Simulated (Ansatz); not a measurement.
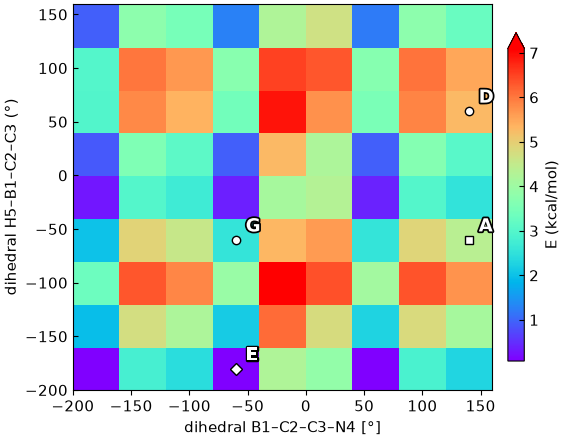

C2H8BN, SMILES BCCN. 
- The first coordinate is: dihedral B1–C2–C3–N4; the second: dihedral H5–B1–C2–C3.
- Nothing is relaxed (all other coordinates rigid).
- Grid: 9 × 9 points.
- Points are written as (first, second).
- All energies are given in kcal/mol relative to the relaxed molecule at the same level.
- Energies and slopes of some neighbouring points disagree (a jump in structure or state, or too coarse a mesh).
- Computed with RKS BHLYP-D4/def2-TZVP in Ansatz.

Drawn: one coloured cell a grid point, one colour for all values above the top of the scale, lettered points.

### Rank the lettered points by energy, lowest first.

E (0.07 kcal/mol), G (2.57 kcal/mol), A (4.38 kcal/mol), D (5.28 kcal/mol).
